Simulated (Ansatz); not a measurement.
Ge7S6 (charge −1, doublet)

```xyz
13

Ge   -1.8480    2.7545   -0.9515
Ge    0.4229    0.0742   -2.5972
Ge   -1.6140    1.1013    1.0673
Ge    2.2709    0.3897    1.2696
Ge   -1.3726   -1.4486    2.1030
Ge    0.7154    3.0308   -0.1874
Ge    0.4266   -3.1740   -0.1536
S    -1.5555    0.4361   -1.1893
S     1.0245   -1.5515    1.6859
S     0.5073    1.9046    1.9131
S    -1.8410   -2.6423    0.2401
S     1.9466    1.2130   -1.0507
S     0.9170   -2.0878   -2.1493
```

Geometry: r2SCAN-D4/def2-SVP.

Theory: Ansatz 0.2.0, UKS PBE-D4/def2-SVP.

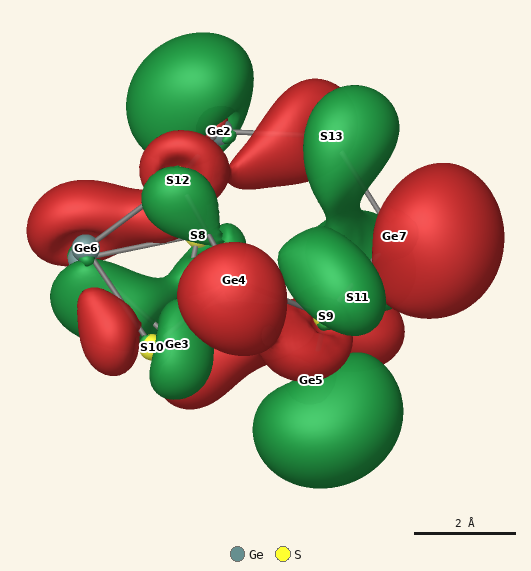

Figure 1. The HOMO (β) at ±0.05 Å⁻³ᐟ² (green and red are the two phases), seen at a tilt.

> Where does this orbital lie, and at what energy?

It lies mainly on Ge7 (about 20 %), Ge5 (about 15 %), Ge2 (about 15 %), S11 (about 10 %), S13 (about 10 %) and S9 (about 5 %). Its energy is −1.58 eV.

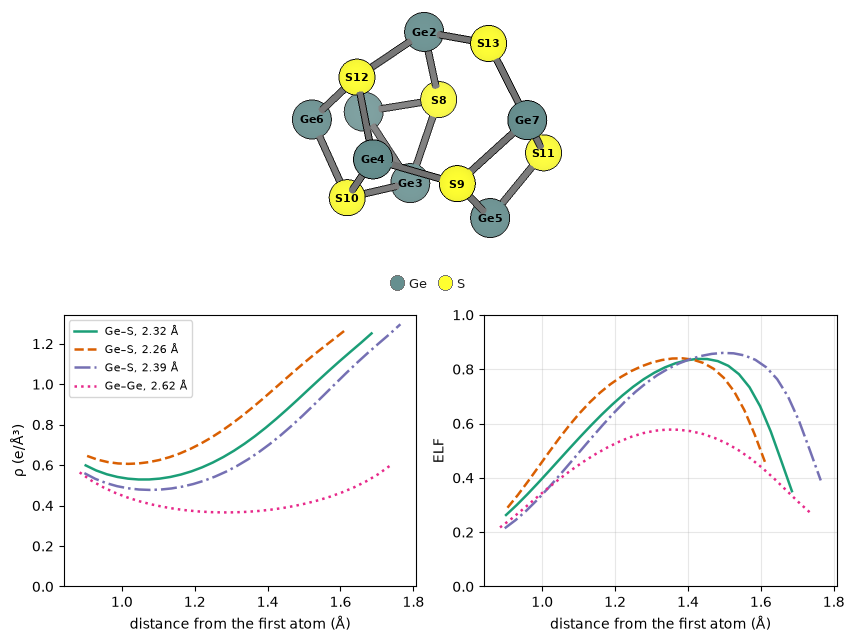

Figure 2. Electron density and electron localisation function along straight lines between neighbouring atoms. The curves leave out the atomic cores. The structure is drawn too.

> What can be read from the curves?

Ge–S (2.32 Å): ρ is about 0.55 e/Å³ halfway; the ELF peaks at about 0.85 in the valence shell of S, 0.9 Å from its nucleus, and is about 0.65 at the midpoint.
Ge–S (2.26 Å): ρ is about 0.64 e/Å³ halfway; the ELF peaks at about 0.85 in the valence shell of S, 0.9 Å from its nucleus, and is about 0.70 at the midpoint.
Ge–S (2.39 Å): ρ at the midpoint is about 0.51 e/Å³; the ELF peaks at about 0.85 in the valence shell of S, 0.9 Å from its nucleus, and is about 0.65 at the midpoint.
Ge–Ge (2.62 Å): the density is about 0.37 e/Å³ at the midpoint; the ELF reaches about 0.60 near the midpoint.

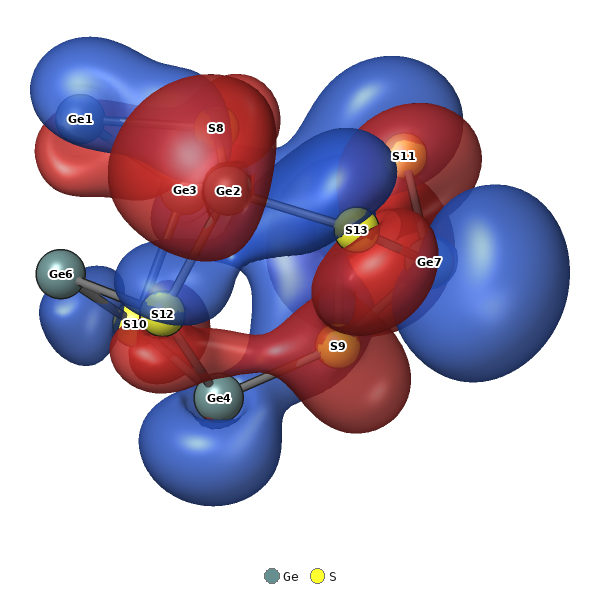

Figure 3. The HOMO−1 (α) at ±0.04 Å⁻³ᐟ² (red and blue are the two phases), seen from one side.

> Describe this orbital and give its energy.

By Hirshfeld shares it lies mainly on Ge7 (about 20 %), Ge5 (about 15 %), Ge2 (about 15 %), S11 (about 10 %), S13 (about 10 %) and S9 (about 10 %). Its energy is −1.61 eV.
